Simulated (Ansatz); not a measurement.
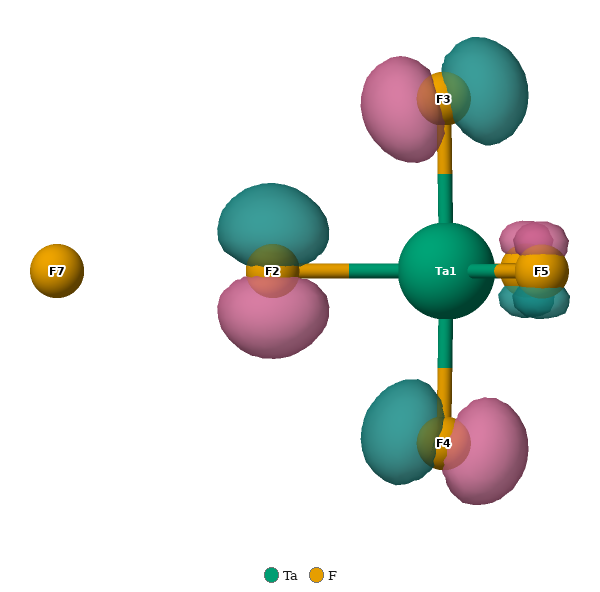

Figure 1: F5Ta···F (doublet). The HOMO (α) at ±0.2 Å⁻³ᐟ² (teal and pink are the two phases), seen across its widest extent.

Core potentials replace the inner electrons of Ta; not at a stationary point (largest force 1.5 eV/Å).

Level of theory: Ansatz 0.2.0, UHF/def2-SVP.

Input file:

```
crystal:
  periodic: [false, false, false]
  atoms:
    - { symbol: Ta, position_ang: [0.0, 0.0, 0.0] }
    - { symbol: F, position_ang: [2.18, 0.0, 0.0] }
    - { symbol: F, position_ang: [0.0, 0.0, 1.93] }
    - { symbol: F, position_ang: [0.0, 0.0, -1.93] }
    - { symbol: F, position_ang: [-0.965, 1.6714, 0.0] }
    - { symbol: F, position_ang: [-0.965, -1.6714, 0.0] }
    - { symbol: F, position_ang: [3.62, 0.0, 0.0] }
magnetization:
  spin_polarized: true
  initial_magnetization: 1
basis:
  gaussian: { orbitals: def2-SVP }
hamiltonian:
  xc: hf
relax:
  f_tol: 0.15
  max_steps: 25
  restrain:
    - { distance: [1, 6], at: 2.34, k: 30.0 }
    - { distance: [0, 1], at: 1.93, k: 30.0 }
output:
  orbitals: {}
```

Run with:

```sh
ansatz run input.yaml --threads 4 --pin off --max-ram 5120MiB --backend cpu --events-out ev --progress --plain --runs-dir out
```

The fields are those of the run's last geometry, not of the input's.

**Describe this orbital and give its energy.**

Its weight (Hirshfeld) is mainly on F2 (about 35 %), F3 (about 25 %) and F4 (about 25 %); largely a combination of lone pairs on F2, F3 and F4. Its energy is −17.90 eV.
